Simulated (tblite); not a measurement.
# Geometry relaxation of C6H15BGe (part 1 of 2)

C6H15BGe, SMILES C=[C](C)[GeH2][CH2]CBC, computed with GFN2-xTB geometry optimisation, gas phase (tblite 0.8.0).

It belongs to a series of runs on one base structure; here: constitutional isomer.

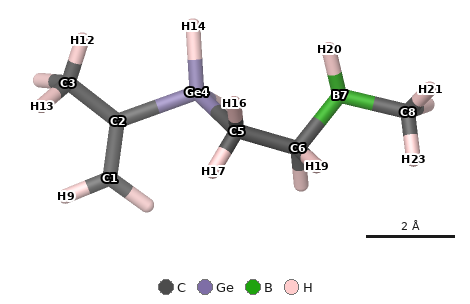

The input geometry (stick view, seen on its broad side; atoms are numbered from 1 in the order of the input). Sticks mark near contacts. Bond lengths as drawn: B–C 1.60 Å, B–H 1.19 Å, C–C 1.36 to 1.49 Å, C–Ge 1.94 Å, C–H 1.08 to 1.14 Å and Ge–H 1.52 to 1.54 Å.

Key numbers

- outcome: converged
- total energy: −641.8509 eV
- hardware: 1 CPU thread, shared host
- wall time: 1.8 s
- peak memory: 0.18 GiB

The input
```
{"job": {"kind": "relax", "xc": "GFN2-xTB", "basis": "xTB"}, "charge": 0, "multiplicity": 1}
C     -2.808400    -1.310500     0.474100
C     -2.574800    -0.134300    -0.158900
C     -3.633500     0.876700    -0.333400
Ge    -0.766300     0.158800    -0.795300
C      0.324600     0.305300     0.805200
C      1.662800    -0.334400     0.691700
B      2.581700     0.264400    -0.475200
C      4.127300    -0.151500    -0.357200
H     -3.822700    -1.516300     0.853700
H     -2.007300    -2.022300     0.593400
H     -4.394100     0.401600    -1.028500
H     -3.260200     1.814000    -0.737200
H     -4.144800     1.024100     0.670300
H     -0.811800     1.459700    -1.625900
H     -0.385400    -0.998700    -1.703400
H      0.396400     1.382800     1.136400
H     -0.202900    -0.193600     1.657400
H      1.628300    -1.445200     0.631500
H      2.215300    -0.083600     1.653500
H      2.414900     1.408500    -0.752700
H      4.745400     0.709000    -0.113400
H      4.439700    -0.700700    -1.281400
H      4.271100    -0.886900     0.478200
```

The first line tells a small driver script what to run in tblite; the rest is the geometry in Å.

Run as:
```bash
OMP_NUM_THREADS=1 python <driver script> task.json out
```

Log
```
step      E/eV     max force
  0    -640.91358    2.490
  1    -641.23659    1.912
  2    -641.38453    1.183
  3    -641.47908    0.597
  4    -641.53659    0.491
  5    -641.56437    0.489
  6    -641.59727    0.363
  7    -641.62103    0.401
  8    -641.64910    0.378
  9    -641.67190    0.332
 10    -641.69040    0.320
 11    -641.70232    0.256
 12    -641.71091    0.193
 13    -641.71751    0.159
 14    -641.72181    0.104
 15    -641.72451    0.094
 16    -641.72671    0.085
 17    -641.72876    0.092
 18    -641.73056    0.100
 19    -641.73196    0.084
 20    -641.73298    0.069
 21    -641.73382    0.072
 22    -641.73460    0.071
 23    -641.73533    0.055
 24    -641.73604    0.064
 25    -641.73676    0.075
 26    -641.73758    0.103
 27    -641.73851    0.104
 28    -641.73943    0.074
 29    -641.74028    0.073
 30    -641.74122    0.076
 31    -641.74240    0.106
 32    -641.74376    0.097
 33    -641.74506    0.102
 34    -641.74618    0.088
 35    -641.74726    0.120
 36    -641.74849    0.151
 37    -641.74966    0.125
 38    -641.75046    0.064
 39    -641.75098    0.053
 40    -641.75154    0.075
 41    -641.75233    0.095
 42    -641.75328    0.093
 43    -641.75411    0.056
 44    -641.75464    0.045
 45    -641.75503    0.051
 46    -641.75538    0.055
 47    -641.75568    0.038
 48    -641.75593    0.035
 49    -641.75615    0.031
 50    -641.75637    0.041
 51    -641.75661    0.040
 52    -641.75688    0.035
 53    -641.75719    0.035
 54    -641.75754    0.048
 55    -641.75795    0.057
 56    -641.75842    0.055
 57    -641.75898    0.062
 58    -641.75961    0.065
 59    -641.76027    0.064
 60    -641.76100    0.067
 61    -641.76201    0.092
 62    -641.76352    0.130
 63    -641.76551    0.157
 64    -641.76371    0.322
 65    -641.76892    0.110
 66    -641.77023    0.075
 67    -641.77342    0.108
 68    -641.77490    0.120
 69    -641.77868    0.133
 70    -641.78087    0.116
 71    -641.78125    0.264
 72    -641.78414    0.105
 73    -641.78545    0.082
 74    -641.78786    0.153
 75    -641.78884    0.081
 76    -641.78967    0.060
 77    -641.79166    0.100
 78    -641.79219    0.072
 79    -641.79340    0.056
 80    -641.79399    0.043
 81    -641.79439    0.042
 82    -641.79489    0.063
 83    -641.79531    0.116
 84    -641.79619    0.087
 85    -641.79698    0.042
 86    -641.79769    0.057
 87    -641.79854    0.087
 88    -641.79972    0.080
 89    -641.80074    0.069
 90    -641.80092    0.099
 91    -641.80182    0.038
 92    -641.80212    0.038
 93    -641.80266    0.029
 94    -641.80290    0.034
 95    -641.80318    0.031
 96    -641.80339    0.032
 97    -641.80367    0.035
 98    -641.80404    0.038
 99    -641.80445    0.046
100    -641.80481    0.059
101    -641.80515    0.041
102    -641.80556    0.054
103    -641.80603    0.057
104    -641.80656    0.039
105    -641.80693    0.038
106    -641.80728    0.036
107    -641.80768    0.050
108    -641.80814    0.047
109    -641.80853    0.033
110    -641.80878    0.034
111    -641.80898    0.034
112    -641.80924    0.045
113    -641.80956    0.045
114    -641.80990    0.044
115    -641.81015    0.036
116    -641.81032    0.038
117    -641.81047    0.034
118    -641.81065    0.033
119    -641.81083    0.032
120    -641.81095    0.020
121    -641.81103    0.016
122    -641.81108    0.015
123    -641.81114    0.020
124    -641.81120    0.020
125    -641.81127    0.016
126    -641.81135    0.021
127    -641.81144    0.023
128    -641.81154    0.025
129    -641.81165    0.026
130    -641.81178    0.024
131    -641.81192    0.021
132    -641.81207    0.024
133    -641.81225    0.022
134    -641.81247    0.025
135    -641.81273    0.028
136    -641.81299    0.028
137    -641.81322    0.026
138    -641.81345    0.030
139    -641.81372    0.033
140    -641.81405    0.035
141    -641.81438    0.032
142    -641.81465    0.033
143    -641.81473    0.057
144    -641.81504    0.037
145    -641.81527    0.036
146    -641.81596    0.040
147    -641.81627    0.037
148    -641.81665    0.045
149    -641.81701    0.048
150    -641.81755    0.046
151    -641.81795    0.037
152    -641.81833    0.046
153    -641.81873    0.049
154    -641.81925    0.058
155    -641.82018    0.065
156    -641.82128    0.084
157    -641.82297    0.089
158    -641.82389    0.111
159    -641.82573    0.111
160    -641.82701    0.107
161    -641.82981    0.100
162    -641.83186    0.109
163    -641.83505    0.091
164    -641.83687    0.101
165    -641.83869    0.091
166    -641.84080    0.102
167    -641.84242    0.088
168    -641.84325    0.097
169    -641.84409    0.070
170    -641.84502    0.083
171    -641.84544    0.078
172    -641.84615    0.048
173    -641.84673    0.043
174    -641.84720    0.033
175    -641.84750    0.045
176    -641.84783    0.041
177    -641.84818    0.041
178    -641.84851    0.045
179    -641.84878    0.042
180    -641.84904    0.043
181    -641.84925    0.033
182    -641.84941    0.033
183    -641.84956    0.032
184    -641.84972    0.031
185    -641.84990    0.026
186    -641.85006    0.025
187    -641.85020    0.022
188    -641.85031    0.021
189    -641.85039    0.017
190    -641.85046    0.013
191    -641.85050    0.013
192    -641.85053    0.013
193    -641.85057    0.013
194    -641.85061    0.019
195    -641.85064    0.014
196    -641.85068    0.016
197    -641.85071    0.025
198    -641.85076    0.025
199    -641.85080    0.017
200    -641.85084    0.016
201    -641.85087    0.015
202    -641.85090    0.014
203    -641.85092    0.012
204    -641.85094    0.007
```

Trajectory as extended XYZ (Å, eV, eV/Å), 10 of the 205 frames kept, from step=0 to step=204
```
23
Properties=species:S:1:pos:R:3:forces:R:3 step=0 energy=-640.91358
C    -2.8084   -1.3105    0.4741   -0.5340   1.5390  -0.5980
C    -2.5748   -0.1343   -0.1589    0.1540  -1.8500   0.8120
C    -3.6335    0.8767   -0.3334   -1.7420  -0.6200   0.4580
Ge   -0.7663    0.1588   -0.7953   -0.3570   0.5030  -0.6940
C     0.3246    0.3053    0.8052   -0.9040   0.4500   1.5130
C     1.6628   -0.3344    0.6917    1.6910  -0.0820  -0.0290
B     2.5817    0.2644   -0.4752    1.1270   1.0040   1.9810
C     4.1273   -0.1515   -0.3572   -0.5510  -1.5540  -0.0860
H    -3.8227   -1.5163    0.8537    0.7980  -0.1680  -0.0740
H    -2.0073   -2.0223    0.5934   -0.2680  -0.1100   0.0620
H    -4.3941    0.4016   -1.0285    0.6020   0.9240   0.6310
H    -3.2602    1.8140   -0.7372   -0.1470  -0.0960   0.0640
H    -4.1448    1.0241    0.6703    0.4300   0.1490  -1.2440
H    -0.8118    1.4597   -1.6259    0.1700  -0.4150   0.1220
H    -0.3854   -0.9987   -1.7034    0.1230   0.1850   0.1020
H     0.3964    1.3828    1.1364    0.1060  -0.9410  -0.5080
H    -0.2029   -0.1936    1.6574   -0.0300   0.3170  -0.5670
H     1.6283   -1.4452    0.6315   -0.2390   0.6310   0.1630
H     2.2153   -0.0836    1.6535   -0.2770  -0.4770  -0.9320
H     2.4149    1.4085   -0.7527   -0.3780  -0.5490  -0.6120
H     4.7454    0.7090   -0.1134    0.0900  -0.1830  -0.5380
H     4.4397   -0.7007   -1.2814    0.1990   0.8150   0.7050
H     4.2711   -0.8869    0.4782   -0.0620   0.5280  -0.7300
23
Properties=species:S:1:pos:R:3:forces:R:3 step=23 energy=-641.73533
C    -2.8728   -1.3236    0.4703   -0.0100  -0.0200   0.0020
C    -2.6381   -0.1873   -0.1699   -0.0330  -0.0010   0.0220
C    -3.7049    0.8526   -0.3412   -0.0190   0.0240  -0.0080
Ge   -0.7971    0.1699   -0.7784    0.0060   0.0360  -0.0410
C     0.3126    0.3319    0.8597    0.0100   0.0290   0.0210
C     1.7197   -0.2548    0.7806    0.0030  -0.0210   0.0050
B     2.7190    0.3850   -0.2486    0.0270  -0.0310   0.0110
C     4.1902   -0.1611   -0.3279    0.0320  -0.0100  -0.0330
H    -3.8323   -1.5717    0.8993   -0.0260   0.0020  -0.0240
H    -2.0958   -2.0635    0.5868   -0.0110  -0.0290   0.0110
H    -4.4568    0.5100   -1.0516    0.0080  -0.0070  -0.0150
H    -3.2835    1.7829   -0.7169    0.0210   0.0100  -0.0030
H    -4.2068    1.0541    0.6041   -0.0100  -0.0160  -0.0050
H    -0.7847    1.4145   -1.6368    0.0040  -0.0270   0.0190
H    -0.2989   -0.9527   -1.6572    0.0040  -0.0090   0.0260
H     0.3700    1.3862    1.1307    0.0000   0.0370   0.0280
H    -0.2441   -0.1677    1.6584   -0.0150   0.0240   0.0060
H     1.6395   -1.3215    0.5434    0.0090  -0.0270   0.0050
H     2.1591   -0.2259    1.7847    0.0360  -0.0200  -0.0090
H     2.3783    1.2421   -0.9727   -0.0190   0.0200  -0.0050
H     4.9214    0.6365   -0.2031   -0.0110   0.0220   0.0140
H     4.3772   -0.5657   -1.3219    0.0070  -0.0100  -0.0400
H     4.4241   -0.9433    0.3911   -0.0140   0.0250   0.0110
23
Properties=species:S:1:pos:R:3:forces:R:3 step=45 energy=-641.75503
C    -2.9689   -1.3541    0.4364   -0.0150   0.0070  -0.0050
C    -2.6635   -0.1992   -0.1382    0.0030  -0.0010   0.0030
C    -3.7052    0.8569   -0.3722    0.0060  -0.0090   0.0010
Ge   -0.7920    0.1596   -0.6632   -0.0080  -0.0400   0.0310
C     0.3703    0.3786    0.9371   -0.0100   0.0090   0.0170
C     1.7458   -0.2752    0.7941   -0.0030   0.0100   0.0110
B     2.7128    0.3543   -0.2745   -0.0120   0.0270   0.0070
C     4.2003   -0.1376   -0.3821    0.0020   0.0000  -0.0060
H    -3.9719   -1.5925    0.7605    0.0000   0.0010   0.0100
H    -2.2252   -2.1191    0.6015   -0.0010   0.0300  -0.0160
H    -4.3792    0.5476   -1.1711    0.0150  -0.0010  -0.0050
H    -3.2462    1.7995   -0.6655    0.0190  -0.0050   0.0180
H    -4.3027    1.0211    0.5236   -0.0010  -0.0120  -0.0100
H    -0.7803    1.3564   -1.5793    0.0120   0.0410  -0.0060
H    -0.2624   -0.9935   -1.4806   -0.0130  -0.0290  -0.0110
H     0.4867    1.4410    1.1544    0.0040   0.0080  -0.0060
H    -0.1606   -0.0544    1.7898   -0.0190  -0.0230  -0.0160
H     1.6074   -1.3321    0.5358    0.0060   0.0100  -0.0020
H     2.2317   -0.2943    1.7765    0.0120   0.0150  -0.0050
H     2.3336    1.1973   -1.0001   -0.0120  -0.0280   0.0070
H     4.8891    0.6954   -0.2474    0.0090   0.0170  -0.0020
H     4.4001   -0.5176   -1.3834    0.0120  -0.0120  -0.0070
H     4.4755   -0.9111    0.3307   -0.0050  -0.0140  -0.0070
23
Properties=species:S:1:pos:R:3:forces:R:3 step=68 energy=-641.77490
C    -3.0306   -1.3513    0.4339    0.0170  -0.0220   0.0190
C    -2.6677   -0.2012   -0.1113   -0.0460   0.0370  -0.0440
C    -3.6555    0.8897   -0.3888   -0.0340   0.0800  -0.0390
Ge   -0.7823    0.0944   -0.6075    0.0560   0.0550  -0.0460
C     0.3709    0.3357    0.9962    0.0200   0.0060  -0.0210
C     1.7803   -0.2375    0.8422    0.0090  -0.0080  -0.0400
B     2.6692    0.3383   -0.3219    0.0400  -0.0210   0.0040
C     4.1713   -0.1074   -0.4505   -0.0040   0.0230   0.0060
H    -4.0460   -1.5662    0.7271   -0.0670   0.0160   0.0250
H    -2.3156   -2.1394    0.6038    0.0480  -0.0410   0.0170
H    -4.1021    0.7276   -1.3742    0.0420   0.0570   0.0970
H    -3.1553    1.8600   -0.4036   -0.0720  -0.0600   0.0180
H    -4.4562    0.9086    0.3522    0.0550  -0.0210  -0.0760
H    -0.6949    1.2784   -1.5502   -0.0400  -0.0700   0.0650
H    -0.3108   -1.0985   -1.3998    0.0530  -0.0370  -0.0030
H     0.4245    1.3987    1.2292    0.0210   0.0610  -0.0100
H    -0.1284   -0.1383    1.8444   -0.0510  -0.0430   0.0110
H     1.6921   -1.3174    0.6715    0.0250  -0.0020  -0.0020
H     2.3092   -0.1510    1.7993   -0.0250   0.0050  -0.0180
H     2.2346    1.0900   -1.1113   -0.0550   0.0080   0.0310
H     4.8243    0.7521   -0.2871   -0.0170  -0.0420  -0.0010
H     4.3949   -0.4528   -1.4595    0.0030  -0.0020   0.0270
H     4.4693   -0.8855    0.2491    0.0210   0.0200  -0.0210
```
